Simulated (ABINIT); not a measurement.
# GeBr2 (P-3m1): third-order response, part 3 of 3

Which lines does GeBr2 (P-3m1) show in Raman and infrared spectra?

ABINIT 10.8.3; DFT LDA, scalar-relativistic, plane waves, HGH norm-conserving pseudopotentials.

So far. Step 6 (Self-consistent run for the response): The cell stands at -2.2 GPa: the relaxation ran with a smoothed and higher cutoff and on another k mesh. Step 8 (Zone-centre response): The acoustic modes at Γ come out as far as 1.3 cm⁻¹ from zero, where they should vanish, a small numerical error; the Born charges miss their sum rule by 0.027 e, which is fair. The relaxed cell has a = 3.916, c = 6.100 Å (conventional setting).

The structure was built from a prototype and need not be the compound's stable phase.

## Step 9: Zone-centre analysis

anaddb reads the merged derivatives, imposes the acoustic sum rule and charge neutrality, and adds the LO-TO term along chosen directions.

The input, anaddb.abi:

```
ddb_filepath "gamma_DDB"
output_file "anaddb.abo"
outdata_prefix "anaddb"
asr 1
chneut 1
enunit 2
eivec 1
nph1l 1
qph1l 0.0 0.0 0.0 1.0
dieflag 1
nph2l 3
qph2l 
    1.0 0.0 0.0 0.0
    0.0 0.0 1.0 0.0
    1.0 1.0 1.0 0.0
nlflag 1
ramansr 1
alphon 1
prtmbm 1
```

The input, mrgddb.in:

```
gamma_DDB
merged
3
dfpt_gammao_DS2_DDB
dfpt_gammao_DS3_DDB
gso_DDB
```

Started as:

```
$ mrgddb < mrgddb.in > mrgddb.log
$ OMP_NUM_THREADS=1 anaddb anaddb.abi > anaddb.log
```

anaddb.abo, the main output file:

```text
[banners, grids, parts of the stress and lines that vanish by symmetry left out]
-outvars_anaddb: echo values of input variables ----------------------

 Flags :
[...]
Dielectric Tensor and Effective Charges
[...]
Effective charge tensors after
[...]
1          1       -0.000000000        0.000000000       -0.000000000
[...]
1          2       -0.000000000        0.000000000       -0.000000000
[...]
1          3       -0.000000000        0.000000000        0.000000000
[...]
2          1        0.000000000        0.013845279        0.021595272
[...]
2          2        0.013845279       -0.000000000       -0.000000000
[...]
2          3        0.024675453        0.000000000        0.000000000
[...]
3          1       -0.000000000       -0.013845279       -0.021595272
[...]
3          2       -0.013845279       -0.000000000        0.000000000
[...]
3          3       -0.024675453       -0.000000000       -0.000000000
[...]
Phonon wavevector (reduced coordinates) :  0.00000  0.00000  0.00000
 Phonon energies in Hartree :
[...]
Phonon energies in meV     :
-  0.000000E+00  0.000000E+00  0.000000E+00  9.229810E+00  9.229810E+00
-  1.371567E+01  1.371567E+01  1.707264E+01  2.481200E+01
 Phonon frequencies in cm-1    :
-  0.000000E+00  0.000000E+00  0.000000E+00  7.444344E+01  7.444344E+01
-  1.106243E+02  1.106243E+02  1.377002E+02  2.001223E+02
 Phonon frequencies in Thz     :
-  0.000000E+00  0.000000E+00  0.000000E+00  2.231758E+00  2.231758E+00
-  3.316434E+00  3.316434E+00  4.128147E+00  5.999515E+00
 Phonon energies in Kelvin  :
-  0.000000E+00  0.000000E+00  0.000000E+00  1.071075E+02  1.071075E+02
-  1.591637E+02  1.591637E+02  1.981198E+02  2.879313E+02
[...]
-  1  0.00000000E+00  0.00000000E+00 -1.53633196E-03
-     0.00000000E+00  0.00000000E+00  0.00000000E+00
-  2  0.00000000E+00  0.00000000E+00 -1.53633198E-03
-     0.00000000E+00  0.00000000E+00  0.00000000E+00
-  3  0.00000000E+00  0.00000000E+00 -1.53633198E-03
-     0.00000000E+00  0.00000000E+00  0.00000000E+00
[...]
-  1  0.00000000E+00  1.53633013E-03  0.00000000E+00
-     0.00000000E+00  0.00000000E+00  0.00000000E+00
-  2  0.00000000E+00  1.53633281E-03  0.00000000E+00
-     0.00000000E+00  0.00000000E+00  0.00000000E+00
-  3  0.00000000E+00  1.53633281E-03  0.00000000E+00
-     0.00000000E+00  0.00000000E+00  0.00000000E+00
[...]
-  1  1.53633013E-03  0.00000000E+00  0.00000000E+00
-     0.00000000E+00  0.00000000E+00  0.00000000E+00
-  2  1.53633281E-03  0.00000000E+00  0.00000000E+00
-     0.00000000E+00  0.00000000E+00  0.00000000E+00
-  3  1.53633281E-03  0.00000000E+00  0.00000000E+00
-     0.00000000E+00  0.00000000E+00  0.00000000E+00
[...]
-  1  1.84647516E-03  1.33617950E-03  0.00000000E+00
-     0.00000000E+00  0.00000000E+00  0.00000000E+00
[...]
-     0.00000000E+00  0.00000000E+00  0.00000000E+00
[...]
-     0.00000000E+00  0.00000000E+00  0.00000000E+00
[...]
-     0.00000000E+00  0.00000000E+00  0.00000000E+00
[...]
-     0.00000000E+00  0.00000000E+00  0.00000000E+00
[...]
-     1         -0.000000     0.000000     0.000000     0.000000
-     2         -0.000000    -0.000004     0.000000     0.000004
-     3         -0.000004    -0.000000     0.000000     0.000004
-     4          5.412107    -0.000000    -0.000000     5.412107
-     5         -0.000000    -5.412107     0.000000     5.412107
-     6         -0.000000     0.000000    -0.000000     0.000000
-     7          0.000000    -0.000000    -0.000000     0.000000
[...]
-   1     Real    0.0000E+00  0.0000E+00  0.0000E+00  0.0000E+00  0.0000E+00  0.0000E+00  0.0000E+00
[...]
-   2     Real    0.0000E+00  0.0000E+00  0.0000E+00  0.0000E+00  0.0000E+00  0.0000E+00  0.0000E+00
[...]
-   3     Real    0.0000E+00  0.0000E+00  0.0000E+00  0.0000E+00  0.0000E+00  0.0000E+00  0.0000E+00
[...]
-   4     Real    2.1499E-04  0.0000E+00  0.0000E+00  0.0000E+00  0.0000E+00  0.0000E+00  2.1499E-04
[...]
-   5     Real    0.0000E+00  2.1499E-04  0.0000E+00  0.0000E+00  0.0000E+00  0.0000E+00  2.1499E-04
[...]
-   6     Real    0.0000E+00  0.0000E+00  0.0000E+00  0.0000E+00  0.0000E+00  0.0000E+00  0.0000E+00
[...]
-   7     Real    0.0000E+00  0.0000E+00  0.0000E+00  0.0000E+00  0.0000E+00  0.0000E+00  0.0000E+00
[...]
Phonon at Gamma, with non-analyticity in the
[...]
Phonon energies in Hartree :
[...]
Phonon energies in meV     :
-  0.000000E+00  0.000000E+00  0.000000E+00  9.229810E+00  1.371567E+01
[...]
Phonon frequencies in cm-1    :
-  0.000000E+00  0.000000E+00  0.000000E+00  7.444344E+01  1.106243E+02
[...]
Phonon frequencies in Thz     :
-  0.000000E+00  0.000000E+00  0.000000E+00  2.231758E+00  3.316434E+00
[...]
Phonon energies in Kelvin  :
-  0.000000E+00  0.000000E+00  0.000000E+00  1.071075E+02  1.591637E+02
[...]
Phonon at Gamma, with non-analyticity in the
[...]
Phonon energies in Hartree :
[...]
Phonon energies in meV     :
-  0.000000E+00  0.000000E+00  0.000000E+00  9.229810E+00  9.229810E+00
[...]
Phonon frequencies in cm-1    :
-  0.000000E+00  0.000000E+00  0.000000E+00  7.444344E+01  7.444344E+01
[...]
Phonon frequencies in Thz     :
-  0.000000E+00  0.000000E+00  0.000000E+00  2.231758E+00  2.231758E+00
[...]
Phonon energies in Kelvin  :
-  0.000000E+00  0.000000E+00  0.000000E+00  1.071075E+02  1.071075E+02
[...]
-  2  9.98344929E-04 -1.56078542E-03  0.00000000E+00
[...]
-  3 -9.98344929E-04  1.56078542E-03  0.00000000E+00
[...]
-        -0.000000000      -0.000000000       0.000000000
-        -0.000000000       0.000000000      -0.000000000
[...]
-         0.000000000      -0.000000000       0.000000000
-        -0.000000000       0.000000000       0.000000000
-         0.000000000       0.000000000       0.000000000
[...]
-         0.000000000      -0.000000000      -0.000000000
[...]
Phonon at Gamma, with non-analyticity in the
[...]
Phonon energies in Hartree :
[...]
Phonon energies in meV     :
-  0.000000E+00  0.000000E+00  0.000000E+00  9.229810E+00  1.371567E+01
-  1.371567E+01  1.707264E+01  2.019411E+01  2.613724E+01
 Phonon frequencies in cm-1    :
-  0.000000E+00  0.000000E+00  0.000000E+00  7.444344E+01  1.106243E+02
-  1.106243E+02  1.377002E+02  1.628765E+02  2.108110E+02
 Phonon frequencies in Thz     :
-  0.000000E+00  0.000000E+00  0.000000E+00  2.231758E+00  3.316434E+00
-  3.316434E+00  4.128147E+00  4.882914E+00  6.319956E+00
 Phonon energies in Kelvin  :
-  0.000000E+00  0.000000E+00  0.000000E+00  1.071075E+02  1.591637E+02
-  1.591637E+02  1.981198E+02  2.343429E+02  3.033100E+02
[...]
-  2  9.98345636E-04 -1.56078497E-03  0.00000000E+00
[...]
-  3 -9.98345636E-04  1.56078497E-03  0.00000000E+00
[...]
-         0.000646452       0.001010645      -0.001576361
-         0.001008309      -0.001576361       0.000000000
[...]
Direction                     Dielectric constant
[...]
0.00000   0.00000   1.00000      6.05471564
   1.00000   1.00000   1.00000     35.62264225
-
```

It took 0.67 s on 1 thread of Arm Neoverse V1, shared host.

Read from the output:

| Quantity | Value |
| --- | --- |
| lowest optical zone-centre mode | 74.44 cm⁻¹ |
| mean static dielectric constant | 35.62 |
| highest mode moved by the LO-TO term | 216.2 cm⁻¹ |

No LO-TO term; unit eigenvectors of the mass-weighted matrix, from anaddb's displacements. The modes at Γ (shares of kinetic energy by element, %):

```csv
mode,frequency (cm⁻¹),Ge %,Br %
1,0.0,31,69
2,0.0,31,69
3,0.0,31,69
4,74.4,69,31
5,74.4,69,31
6,110.6,0,100
7,110.6,0,100
8,137.7,0,100
9,200.1,69,31
```

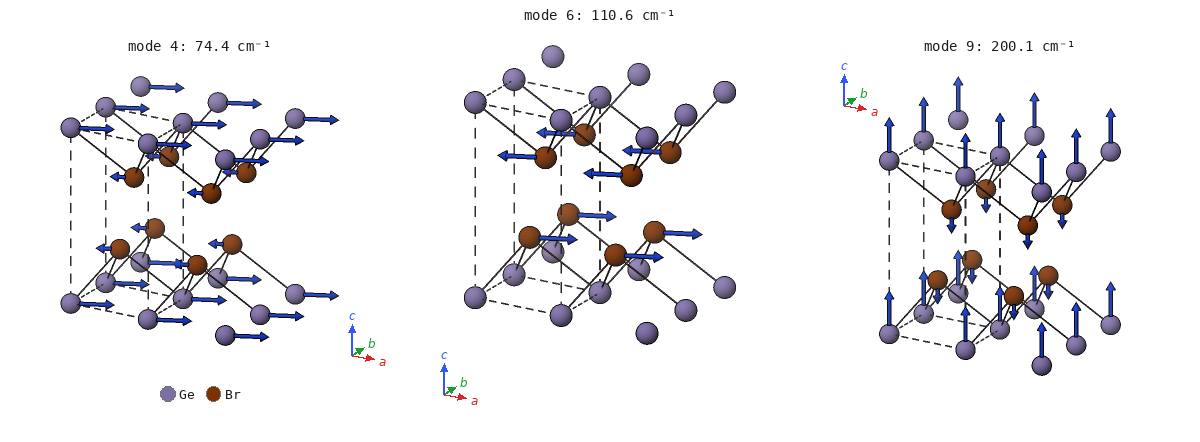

Displacement patterns of modes 4, 6 and 9 at Γ; arrows are exaggerated. Bonds to atoms that aren't drawn are left out. 2×2×1 cells are drawn. Some periodic images of atoms are drawn too.

From anaddb's Raman susceptibilities, degenerate modes summed; transverse modes, the longitudinal lines of polar modes are not listed. Raman lines, with heights relative to the strongest:

```csv
position (cm⁻¹),lines merged,"Raman activity (Å⁴/amu), powder, relative"
74,2,0.0
111,2,8.0
138,1,100
200,1,0.0
```

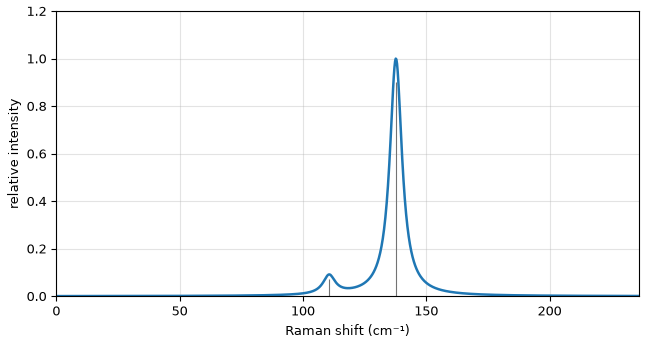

The Raman spectrum, broadened with Lorentzians of width 6 cm⁻¹; bars mark the lines.

Static dielectric tensor (ions relaxed, fixed cell):

```
50.41  0.00  0.00
 0.00 50.41  0.00
 0.00  0.00  6.05
```

The rule moves no optical mode by more than 0.1 cm⁻¹.

## Step 10: Results

| Item | Value |
| --- | --- |
| space group after relaxation | P-3m1 |
| volume per atom | 27.0 Å³ |
| highest optical zone-centre mode (no LO-TO term) | 200.1 cm⁻¹ |
| lowest optical zone-centre mode | 74.4 cm⁻¹ |
| highest mode moved by the LO-TO term | 216.2 cm⁻¹ |
| mean high-frequency dielectric constant | 6.71 |
| largest Born charge in size (third of the trace) | 3.51 e |
| mean static dielectric constant | 35.6 |
| imaginary optical modes at the zone centre (no q mesh in this session) | none |

The largest Raman activity of GeBr2 (P-3m1) lies at 138 cm⁻¹. At the LDA level the optical modes of GeBr2 (P-3m1) at the zone centre (no LO-TO term) run from 74 to 200 cm⁻¹. The base run prints -2.2 GPa, mostly the error of a finite basis; the relaxation, with a smoothed and higher cutoff, had brought the cell to rest. An error of this size shows a cutoff that is short for these files. Along the directions run, the highest mode that the macroscopic field moves lies at 216 cm⁻¹. Lattice motion raises the mean dielectric constant from 6.706 to 35.62. The Raman intensities rest on static tensors of the transverse modes; green light lies near or above this gap, where resonance changes them. These are harmonic frequencies at zero temperature: anharmonic shifts and linewidths and thermal expansion are left out. The HGH files keep few electrons and have no core correction, which is cheap but rough for Ge. The structure is a hypothetical one, built on a prototype.

[Host names and launcher messages were left out of these logs when they were recorded.]

[Logs are printed without paths, hosts, clocks, repeated set-up lines and the standing remarks that a program may print on its own settings, such as how far it seeks lower states.]

[Hosts, paths, dates, database ids (printed as entryN), source tags and the programs' standing remarks are cut or masked in the printed files.]
